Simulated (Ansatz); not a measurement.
## 1T-FeBrI monolayer in a perpendicular field

Wanted: the out-of-plane response of the 1T-FeBrI monolayer. A positive field points along +c.

Program: Ansatz 0.2.0. Level of theory: plane-wave DFT, PBE-D3(BJ), Ansatz PAW. Results are calculated unless marked as measured.

## (1) Starting point

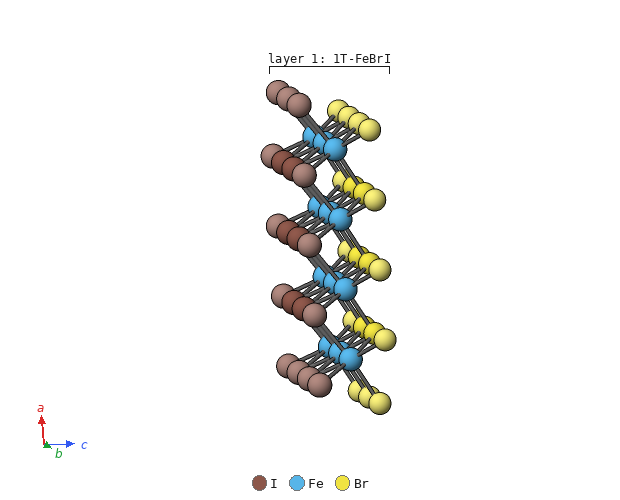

Start, viewed from the side, with the c axis across the page; iodine brown, iron blue, bromine yellow. 3×2×1 cells are drawn. Some periodic images of atoms are drawn too.

The cell holds 3 atoms: 1 I, 1 Fe and 1 Br. Its edges and angles: a = 3.576 Å, b = 3.576 Å, c = 37.047 Å, α = 90.0°, β = 90.0°, γ = 120.0°. Vacuum lies along c.

Structure file:

```cif
data_structure
_symmetry_space_group_name_H-M 'P 1'
_symmetry_Int_Tables_number 1
_cell_length_a 3.5759
_cell_length_b 3.5759
_cell_length_c 37.0468
_cell_angle_alpha 90.000
_cell_angle_beta 90.000
_cell_angle_gamma 120.000
_cell_volume 410.26
loop_
_atom_site_label
_atom_site_type_symbol
_atom_site_fract_x
_atom_site_fract_y
_atom_site_fract_z
_atom_site_occupancy
I1 I 0.66667 0.33333 0.45888 1
Fe2 Fe 0.00000 0.00000 0.50432 1
Br3 Br 0.33333 0.66667 0.54112 1
```

## (2) Relaxation

The starting cell is a guess, so the in-plane lattice and the atoms are relaxed first, with the slab cut off from its images along the normal.

input.yaml

```yaml
crystal:
  lattice:
    - [3.575914, 0.0, 0.0]
    - [-1.787957, 3.0968323657, 0.0]
    - [0.0, 0.0, 37.0467907673]
  atoms:
    - { symbol: I, position: [0.6666666667, 0.3333333333, 0.4588791538] }
    - { symbol: Fe, position: [0.0, 0.0, 0.5043243863], spin: 4.0 }
    - { symbol: Br, position: [0.3333333333, 0.6666666667, 0.5411208462] }
  periodic: [true, true, false]
magnetization:
  spin_polarized: true
kpoints:
  mp_grid: { grid: [12, 12, 1] }
hamiltonian:
  xc: pbe
  dispersion: d3bj
scf:
  occupations: { method: fermi_dirac, width: 0.05 }
  convergence: { dr2_threshold: 1.0e-09 }
relax:
  f_tol: 0.004
  max_steps: 90
  cell: {}
output:
  write_potential: true
  write_density: true
  volumetric_format: npy
```

Command:

```console
$ ansatz run input.yaml --threads 2 --pin off --max-ram 3072MiB --backend cpu --events-out ev --progress --plain --runs-dir out
```

Numbers of over 12 decimals in the logs are rounded to 6 here.

Output:

```text
Warning: relax.cell: scf.convergence.dr2_threshold = 1e-9 eV is looser than the 1.76243804535e-10 eV advised for a relaxation that steers and ends on the stress (1e-10 eV for each atom of the cell: 3, times the square of relax.cell.stress_2d_tol = 0.05 N/m over 13.0 Å (the atoms' height at the walk's start and 5 Å past either face), 3.832e-2 GPa, over a crystal's default 0.05). What an SCF threshold leaves in a stress goes as its square root, and in the free energy as the threshold itself, and one threshold admits the most on a small cell: [figures from the program's tests cut] Set scf.convergence.dr2_threshold to 1.76243804535e-10 eV or tighter. [rest of the remark cut]
Engine: ansatz 0.2.0, aarch64-unknown-linux-gnu
Pseudopotentials: kind: paw
Pseudopotential: I, paw, valence charge 17, recommended cutoff 420 eV (normal), I.paw.azcp
Pseudopotential: Fe, paw, valence charge 16, recommended cutoff 420 eV (normal), Fe.paw.azcp
Pseudopotential: Br, paw, valence charge 7, recommended cutoff 420 eV (normal), Br.paw.azcp
Functional definition: PBE
  parameter kappa = 0.804
  parameter beta = 0.066725
  exchange = pbe_x(kappa = kappa, mu = beta*pi^2/3)
  correlation = pbe_c(beta = beta)
Crystal: 3 atoms, lattice volume = 410.256 Å³
Basis set: ecut = 420 eV, 7893 PW (Γ), exchange–correlation on 48×48×500 points (8 copies of the dense FFT grid, shifted against one another)
Bands: 27, of which v1, the nominal top of the filled ones, is band 20 counted from 1 (19 counted from 0)
Symmetry: 6 space group operations
Space group: P3m1 (ITA 156), of the structure as read, at distance tolerance 7.4e-5 Å
Magnetic group: BNS 156.49 (UNI 1279), of the structure as read, at distance tolerance 7.4e-5 Å
k-points: 19 of 144 (time reversal used)
Non-local potential: I, projectors of the file, l = 0: 2, l = 1: 2, l = 2: 2, l = 3: 2
Non-local potential: Fe, projectors of the file, l = 0: 3, l = 1: 2, l = 2: 3, l = 3: 1
Non-local potential: Br, projectors of the file, l = 0: 2, l = 1: 2, l = 2: 2
PAW form: soft (Blöchl's): semilocal exchange-correlation on the pseudo side does not see the compensation charge
PAW one-centre angular grid: I, 590 points (default); XC on 64 Gauss nodes
PAW one-centre angular grid: Fe, 590 points (default); XC on 64 Gauss nodes
PAW one-centre angular grid: Br, 110 points (default); XC on 64 Gauss nodes
Initial density: superposition of atomic densities (neutral atoms: chi_scale 0, normalization atom)
Starting moments: Σ|m| = 4 μB on 1 of 3 sites
Initial wavefunctions: pseudopotential atomic-orbital guess
Functional: x = pbe(κ = 0.804, μ = 0.219515), c = pbe(β = 0.066725)
iter 1 solved again at ethr=8.81e-4 eV; its pass at ethr=3.10e-3 eV (dr2=3.52e-1 eV) is discarded
SCF iter   1: F=—  HF=-14776.829910 eV  |F-HF|=—  |Δ(HF+E_count)|=         —  Δρ=6.29e-3 (↑4.66e-3 ↓6.29e-3)  dr2=3.57e-1  dr2_m=4.82e-2  M=3.999 μB ∫|m|=4.014 μB  β_m=0.30  ethr=8.81e-4  ⟨swp⟩=1.8  Hψ=11254  notcnv=0
Mixer restart at iter 1: flushing history
preconditioner: auto → LDOS  [metal: Δε(μ)=0.027 eV  Ē_g=10.079 eV  σ=0.050 eV  W_gap=0.14  n_scr=20 (ndim 8)  ℏωp=8.6 eV  f_vac=0.806  D(μ)=1.61/eV (n_scr^D=8)]
spin=Collinear: LDOS preconditioning applied to the charge; magnetization (m = ρ↑ − ρ↓) channel mixes plain (no charge-response kernel on spin).
SCF iter   2: F=—  HF=-14777.155532 eV  |F-HF|=—  |Δ(HF+E_count)|=   3.26e-1  Δρ=4.11e-3 (↑3.51e-3 ↓4.11e-3)  dr2=7.29e-2  dr2_m=2.95e-2  M=3.998 μB ∫|m|=4.016 μB  β_m=0.40  ethr=8.81e-4  ⟨swp⟩=5.3  Hψ=2530  notcnv=0  defer=14
SCF iter   3: F=—  HF=-14777.470950 eV  |F-HF|=—  |Δ(HF+E_count)|=         —  Δρ=4.59e-3 (↑4.59e-3 ↓3.37e-3)  dr2=3.23e-2  dr2_m=4.96e-2  M=3.902 μB ∫|m|=3.925 μB  β_m=0.40  ethr=1.82e-4  ⟨swp⟩=4.5  Hψ=2682  notcnv=0  defer=52
SCF iter   4: F=—  HF=-14777.525046 eV  |F-HF|=—  |Δ(HF+E_count)|=         —  Δρ=3.52e-3 (↑3.52e-3 ↓2.50e-3)  dr2=9.83e-3  dr2_m=3.00e-2  M=3.894 μB ∫|m|=3.920 μB  β_m=0.40  ethr=8.07e-5  ⟨swp⟩=2.7  Hψ=1678  notcnv=0  defer=54
SCF iter   5: F=—  HF=-14777.558470 eV  |F-HF|=—  |Δ(HF+E_count)|=   3.34e-2  Δρ=2.54e-3 (↑2.54e-3 ↓1.73e-3)  dr2=5.44e-3  dr2_m=1.53e-2  M=3.886 μB ∫|m|=3.916 μB  β_m=0.70  ethr=2.46e-5  ⟨swp⟩=2.6  Hψ=1670  notcnv=0  defer=54
SCF iter   6: F=—  HF=-14777.580474 eV  |F-HF|=—  |Δ(HF+E_count)|=   2.20e-2  Δρ=4.90e-4 (↑1.28e-4 ↓4.90e-4)  dr2=4.90e-4  dr2_m=2.94e-4  M=3.866 μB ∫|m|=3.901 μB  β_m=0.75  ethr=1.36e-5  ⟨swp⟩=3.2  Hψ=2226  notcnv=0  defer=54
SCF iter   7: F=—  HF=-14777.581026 eV  |F-HF|=—  |Δ(HF+E_count)|=   5.52e-4  Δρ=2.58e-4 (↑1.14e-4 ↓2.58e-4)  dr2=2.25e-4  dr2_m=7.59e-5  M=3.866 μB ∫|m|=3.901 μB  β_m=0.87  ethr=1.23e-6  ⟨swp⟩=3.3  Hψ=2391  notcnv=0  defer=56
SCF iter   8: F=—  HF=-14777.581241 eV  |F-HF|=—  |Δ(HF+E_count)|=   2.16e-4  Δρ=1.74e-4 (↑8.68e-5 ↓1.74e-4)  dr2=1.30e-4  dr2_m=3.19e-5  M=3.867 μB ∫|m|=3.902 μB  β_m=0.89  ethr=5.63e-7  ⟨swp⟩=2.7  Hψ=1957  notcnv=0  defer=56
SCF iter   9: F=—  HF=-14777.581289 eV  |F-HF|=—  |Δ(HF+E_count)|=   4.77e-5  Δρ=7.99e-5 (↑4.47e-5 ↓7.99e-5)  dr2=3.14e-5  dr2_m=6.31e-6  M=3.867 μB ∫|m|=3.903 μB  β_m=0.89  ethr=3.26e-7  ⟨swp⟩=2.9  Hψ=2193  notcnv=0  defer=56
SCF iter  10: F=—  HF=-14777.581317 eV  |F-HF|=—  |Δ(HF+E_count)|=   2.81e-5  Δρ=2.11e-5 (↑1.40e-5 ↓2.11e-5)  dr2=8.41e-6  dr2_m=5.20e-7  M=3.867 μB ∫|m|=3.902 μB  β_m=0.79  ethr=7.86e-8  ⟨swp⟩=3.0  Hψ=2135  notcnv=0  defer=56
SCF iter  11: F=—  HF=-14777.581321 eV  |F-HF|=—  |Δ(HF+E_count)|=   3.55e-6  Δρ=1.27e-5 (↑1.27e-5 ↓6.07e-6)  dr2=1.25e-6  dr2_m=1.51e-7  M=3.866 μB ∫|m|=3.902 μB  β_m=0.67  ethr=2.10e-8  ⟨swp⟩=3.6  Hψ=2294  notcnv=0  defer=56
SCF iter  12: F=—  HF=-14777.581321 eV  |F-HF|=—  |Δ(HF+E_count)|=   2.97e-7  Δρ=2.72e-6 (↑1.88e-6 ↓2.72e-6)  dr2=2.18e-8  dr2_m=1.65e-8  M=3.866 μB ∫|m|=3.902 μB  β_m=0.75  ethr=3.12e-9  ⟨swp⟩=3.3  Hψ=1976  notcnv=0  defer=56
SCF iter  13: F=—  HF=-14777.581321 eV  |F-HF|=—  |Δ(HF+E_count)|=   2.77e-7  Δρ=1.04e-6 (↑8.10e-7 ↓1.04e-6)  dr2=3.31e-9  dr2_m=2.40e-9  M=3.866 μB ∫|m|=3.902 μB  β_m=0.88  ethr=5.44e-11  ⟨swp⟩=3.4  Hψ=2287  notcnv=0  defer=56
SCF iter  14: F=—  HF=-14777.581321 eV  |F-HF|=—  |Δ(HF+E_count)|=   1.26e-8  Δρ=3.42e-7 (↑2.87e-7 ↓3.42e-7)  dr2=1.17e-9  dr2_m=8.65e-11  M=3.866 μB ∫|m|=3.902 μB  β_m=0.77  ethr=8.28e-12  ⟨swp⟩=3.1  Hψ=2162  notcnv=0  defer=56
SCF iter  15: F=-14777.581321 eV  HF=-14777.581321 eV  |F-HF|=8.49e-10  |Δ(HF+E_count)|=   1.15e-9  Δρ=8.06e-8 (↑8.06e-8 ↓7.76e-8)  dr2=3.92e-11  dr2_m=1.38e-11  M=3.866 μB ∫|m|=3.902 μB  ethr=2.50e-12  ⟨swp⟩=8.9  Hψ=7455  notcnv=0
SCF 1 converged in 15 iterations: F = -14777.581321 eV  dr2 = 3.92e-11
[...]
iter 1 solved again at ethr=1.93e-6 eV; its pass at ethr=3.10e-3 eV (dr2=7.73e-4 eV) is discarded
SCF iter   1: F=—  HF=-14778.045633 eV  |F-HF|=—  |Δ(HF+E_count)|=         —  Δρ=1.95e-5 (↑1.95e-5 ↓1.42e-5)  dr2=1.27e-7  dr2_m=8.70e-8  M=4.000 μB ∫|m|=4.029 μB  β_m=0.65  ethr=1.93e-6  ⟨swp⟩=4.7  Hψ=12517  notcnv=0
eigensolver tolerance schedule: the retry pair's looser diagonalisation over-reported the residual by 6087.35 of it (diagonalisation noise at an unbounded share of the residual, at the tolerance the schedule requests for it); recorded, not acted on — ethr = c·dr2/N_el stays at c = 1.0e-1
preconditioner: auto → LDOS  [metal: Δε(μ)=0.047 eV  Ē_g=9.236 eV  σ=0.050 eV  W_gap=0.22  n_scr=16 (ndim 8)  ℏωp=8.0 eV  f_vac=0.808  D(μ)=2.54/eV (n_scr^D=10)]
spin=Collinear: LDOS preconditioning applied to the charge; magnetization (m = ρ↑ − ρ↓) channel mixes plain (no charge-response kernel on spin).
SCF iter   2: F=—  HF=-14778.046469 eV  |F-HF|=—  |Δ(HF+E_count)|=   8.37e-4  Δρ=6.85e-6 (↑6.85e-6 ↓5.06e-6)  dr2=2.45e-8  dr2_m=1.13e-8  M=4.000 μB ∫|m|=4.029 μB  β_m=0.58  ethr=3.17e-10  ⟨swp⟩=5.6  Hψ=3753  notcnv=0
SCF iter   3: F=—  HF=-14778.046698 eV  |F-HF|=—  |Δ(HF+E_count)|=   2.29e-4  Δρ=1.68e-6 (↑1.68e-6 ↓1.25e-6)  dr2=5.55e-9  dr2_m=7.18e-10  M=4.000 μB ∫|m|=4.029 μB  β_m=0.58  ethr=6.11e-11  ⟨swp⟩=3.3  Hψ=2152  notcnv=0  defer=1
iter 4 met the thresholds in force, and the SCF goes on: an eigenvalue changes by 36.25 meV, over its tolerance of 0.06 meV (output.eigenvalues, Limitations)
SCF iter   4: F=-14778.046735 eV  HF=-14778.046733 eV  |F-HF|=2.30e-6  |Δ(HF+E_count)|=   3.46e-5  Δρ=2.32e-7 (↑2.32e-7 ↓2.09e-7)  dr2=3.83e-10  dr2_m=2.94e-11  M=4.000 μB ∫|m|=4.029 μB  β_m=0.58  ethr=2.50e-12  ⟨swp⟩=21.2  Hψ=9541  notcnv=0
iter 5 met the thresholds in force, and the SCF goes on: an eigenvalue changes by 11.72 meV, over its tolerance of 0.05 meV (output.eigenvalues, Limitations)
SCF iter   5: F=-14778.046735 eV  HF=-14778.046735 eV  |F-HF|=1.47e-7  |Δ(HF+E_count)|=   2.15e-6  Δρ=5.59e-8 (↑4.75e-8 ↓5.59e-8)  dr2=3.05e-11  dr2_m=3.21e-12  M=4.000 μB ∫|m|=4.029 μB  β_m=1.00  ethr=1.00e-12  ⟨swp⟩=12.5  Hψ=6926  notcnv=0
Mixer restart at iter 5: flushing history
iter 6 met the thresholds in force, and the SCF goes on: an eigenvalue changes by 0.06 meV, over its tolerance of 0.05 meV (output.eigenvalues, Limitations)
SCF iter   6: F=-14778.046735 eV  HF=-14778.046735 eV  |F-HF|=1.75e-10  |Δ(HF+E_count)|=   1.47e-7  Δρ=5.21e-8 (↑5.21e-8 ↓4.64e-8)  dr2=1.51e-10  dr2_m=4.20e-13  M=4.000 μB ∫|m|=4.029 μB  β_m=1.00  ethr=1.00e-12  ⟨swp⟩=10.5  Hψ=6407  notcnv=0  κ⁻¹=1.0e0(r=1)
SCF iter   7: F=-14778.046735 eV  HF=-14778.046735 eV  |F-HF|=2.00e-11  |Δ(HF+E_count)|=  1.82e-12  Δρ=3.75e-8 (↑1.46e-8 ↓3.75e-8)  dr2=7.09e-11  dr2_m=8.29e-13  M=4.000 μB ∫|m|=4.029 μB  ethr=1.00e-12  ⟨swp⟩=7.1  Hψ=5430  notcnv=0
WARN: dispersion: an atom stands within reach of a switch of its C6 between two reference coordination numbers of its element: through that C6 alone, e_disp changes by 0.025 eV or more while the distances to its neighbours run over a stretch of 0.05 Å that contains this geometry (sites counted from 0 in the run's list of atoms or, in a supercell that it derives, in that cell's: here a list of 3) — site 1 (Fe): coordination number 5.290 (about 5.05 to 5.53 with every neighbour 0.05 Å farther or nearer), switch near 5.393 between the references 1.648 (weight 1.00) and 9.138 (weight 0.00), e_disp changing by some 0.12 eV. [rest of the remark cut]
SCF 11 converged in 7 iterations: F = -14778.046735 eV  dr2 = 7.09e-11
relax step  11: F+E_penalty+E_count = -14778.04673482 eV  Δ(F+E_penalty+E_count) = -3.061e-5 eV  max|allowed force component| = 8.724e-4 eV/Å  Δτ_max = 0.0000 Å  P = +0.015 N/m  Ω = 470.046 Å³  fix = [c, alpha, beta]  reactions: c +0.000 N/m  stress off target by 1.49e-2 N/m on what of the cell is left free  SCF on the basis re-selected at this cell (its energy is not comparable with the rows above)  (7 SCF iters)
basis re-selected at this cell: Δ(F+E_penalty+E_count) = -3.061e-5 eV, ΔP = -0.001 N/m vs the last step (what re-selecting the basis moved, of the pressure what is left beyond the Pulay correction that the steps carried, after the strain that the cell walked since its last selection, with what the two solves' SCF thresholds leave and, on support functions, any second-order correction that the steps lacked; it is no m [...]
WARN: The output density's exchange-correlation potential varies sharply where the density is thin. Do not read a vacuum level from v_tot or v_xc, or from such a field of the output density. On a cell that repeats whose density bears no net charge and no dipole along the vacuum's axis use v_es (v_loc + v_h of the components); under efield.dipole_correction with no amplitude use v_es + v_field, which holds any externa [...]
SCF converged after 7 iterations
an eigenvalue changed by more than its tolerance at an iteration that met the thresholds in force, so the SCF went on 3 times, its first undamped step at iteration 5: the last check found none over its tolerance
Magnetization: 3.9999 μB (21.9999 up, 18.0001 down)
Absolute magnetization: 4.0290 μB (∫|ρ↑−ρ↓|, with the PAW one-centre terms)
Spin contamination: 0.0171 ħ² per cell (⟨S²⟩ above its minimum at these occupations)
Per-site moments (μB) at R_I (Å): [(0.179453, 1.146985), (3.427142, 1.087126), (0.144408, 1.087126)]
Free energy (F): -14778.046735 eV
Harris-Foulkes:  -14778.046735 eV  (|F-HF|=2.00e-11)
Internal energy: -14778.024917 eV  (E = F + TS)
E sigma→0 (E₀):  -14778.035826 eV
Entropy (-TS):   -0.021818 eV (-7.273 meV/atom)
Fermi energy:    -4.990376 eV
--- Per-component energies (eV) ---
  E_band       = -1260.264818
  E_kinetic    = 663.228103
  E_local      = -94130.315611  (includes V_loc(G=0)·N_el)
  E_nonlocal   = 210.084460
  E_hartree    = 46555.127497
  E_xc         = -506.074389
  E_vxc        = -378.127643  (∫ρ·V_xc dr)
  E_paw        = -8434.900225  (= ΣΔE_a)
  E_vpaw       = -735.389784  (= ΣTr[D̂ρ^β])
  E_aug_tail   = 0.000845  (compensation charges beyond the density's cutoff)
  E_ewald      = 40865.571215
  E_disp       = -0.746813  (pairwise vdW)
  E_smearing   = -0.021818  (= −TS)
  E_closure    = 0.000000  (closes the sum)
  Σ components = -14778.046735   (vs F -14778.046735, Δ=0.00e0)
--- Forces (eV/Å), atoms counted from 1 ---
  atom   1  I     -0.00000000     0.00000000    -0.00087221
  atom   2  Fe     0.00000000    -0.00000000     0.00011926
  atom   3  Br     0.00000000    -0.00000000     0.00075352
  max |Σ_I F_I| component: 5.77e-7 eV/Å
--- 2D stress c σ (N/m, compression-positive) ---
        0.014895       0.000000       0.000000
        0.000000       0.014895       0.000000
        0.000000       0.000000       0.000000
  P = ½ c Tr σ = 0.0149 N/m
--- Band table (eV; the first three rows and the last of 38) ---
  k-point 0 ↑: bands = [... 16 lower, -8.0094, -7.5157, -6.7252, -6.7252, -5.3031, -5.3031, -2.1340, -0.7527, ... 3 higher]
  k-point 1 ↑: bands = [... 16 lower, -8.0339, -7.4716, -6.8970, -6.7556, -5.6317, -5.3604, -1.8720, -0.5628, ... 3 higher]
  k-point 2 ↑: bands = [... 16 lower, -8.0487, -7.4364, -7.1256, -6.8641, -6.2486, -5.4847, -1.3137, -0.3673, ... 3 higher]
  k-point 18 ↓: bands = [... 16 lower, -7.7448, -4.8532, -4.7782, -4.6269, -3.9187, -3.6104, -0.6481, 0.7735, ... 3 higher]
  the weakly bound empty levels are not read free of the cell's end (no_gap_told)
--- Relaxed structure (9 steps of the walk, 8 accepted, 2 SCFs on fresh bases) ---
  F+E_penalty+E_count = -14778.04673482 eV   max|allowed force component| = 8.724e-4 eV/Å   (the final SCF, on the basis selected at the relaxed cell)
  cell:  # Å, volume = 470.0462 Å³
    - [3.827628, 0.0, 0]
    - [-1.913814, 3.314823, 0]
    - [0, 0, 37.0467907673]
  atoms:
    - { symbol: I, position: [0.666667, 0.333333, 0.458152] }
    - { symbol: Fe, position: [0, 0, 0.503705] }
    - { symbol: Br, position: [0.333333, 0.666667, 0.542467] }
```

Run time: 5.6 min. Hardware: 2 threads of Arm Neoverse V2, shared host; peak memory 0.9 GiB.

The steps of the relaxation:

```tsv
step	energy less that of the first step (eV)	largest force component (eV/Å)	volume (Å³)
1	0.0000	1.2540	410.26
2	-0.3587	0.4960	435.75
3	-0.3962	0.7170	474.89
4	-0.4509	0.1617	480.72
5	-0.4612	0.0342	472.07
6	-0.4619	0.0258	468.67
7	-0.4619	0.0306	468.92
8	-0.4619	0.0034	469.08
9*	-0.4653	0.0038	469.08
10	-0.4654	0.0009	470.05
11*	-0.4654	0.0009	470.05
```

Relaxation steps marked * repeat the geometry before them on a plane-wave basis chosen anew for their cell, so energy and pressure can jump there. Relaxation step 7 was tried and not accepted.

The run keeps the 6 symmetry operations that it works with, so distortions that break them were not tested.

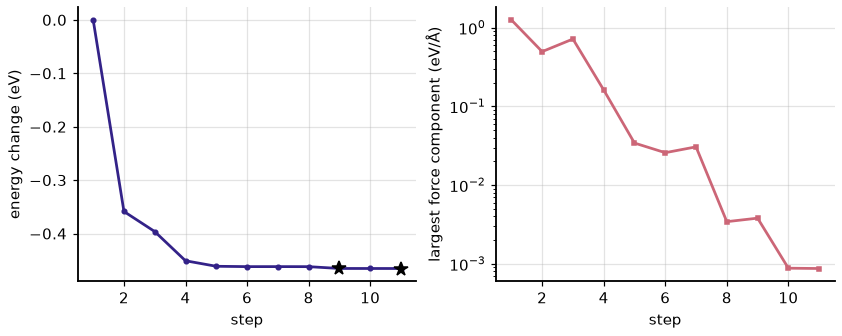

Energy and largest force along the relaxation. Stars mark steps on a basis chosen anew.

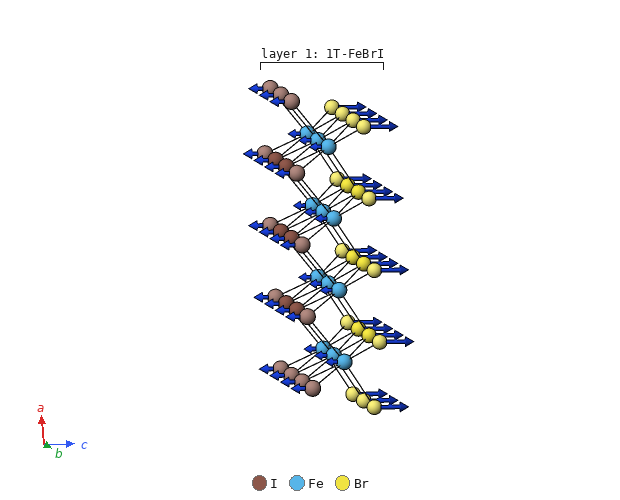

Displacements in the relaxation, exaggerated, measured against the changing cell; the longest in the cell stands for 0.05 Å. 3×2×1 cells are drawn. Some periodic images of atoms are drawn too.

```tsv
cell as run	before	after	change
a (Å)	3.576	3.828	+7.0 %
b (Å)	3.576	3.828	+7.0 %
```

The atoms that moved most (Å, along periodic axes as changes of fractional coordinates times the final cell, across vacuum about the mean position):

```tsv
atom	dx	dy	dz	length
Br3	0.000	0.000	0.050	0.050
I1	0.000	0.000	-0.027	0.027
Fe2	0.000	0.000	-0.023	0.023
```

The relaxed structure:

```
I Fe Br
1.0
     3.82763    0.00000    0.00000
    -1.91381    3.31482    0.00000
     0.00000    0.00000   37.04679
I Fe Br
1 1 1
Cartesian
  1.9138 1.1049 16.9731
  0.0000 0.0000 18.6607
  0.0000 2.2099 20.0967
```

This step gave:

```yaml
energy_at_zero_smearing: -14778.0358 eV
total_moment: 4.000 μB
site_moments: 0.1795, 3.427, 0.1444 μB
```

Site moment by atom:

```tsv
atom	site moment (μB)
I1	0.18
Fe2	3.43
Br3	0.14
```

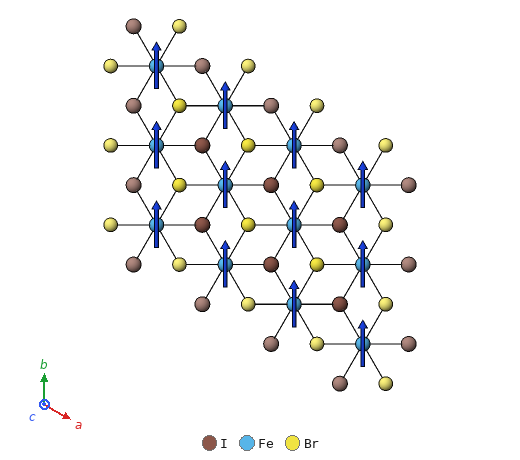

Site moment as arrows, the longest 3.43 μB. Up and down stand for the sign. Arrows give size and sign along the axis of quantisation, drawn up and down the page. 3×2×1 cells are drawn. Some periodic images of atoms are drawn too.

The lattice constant a goes from 3.576 to 3.828 Å.

(Part 1 of 3 ends here.)

[Logs are printed without paths, hosts, clocks, repeated set-up lines and the standing remarks that a program may print on its own settings, such as how far it seeks lower states.]

[Hosts, paths, dates, database ids (printed as entryN), source tags and the programs' standing remarks are cut or masked in the printed files.]

[Maps of the electrostatic potential energy from Ansatz leave out the sawtooth potential of an applied field or a dipole correction, so their vacuum need not be flat; planar profiles and work functions include it.]
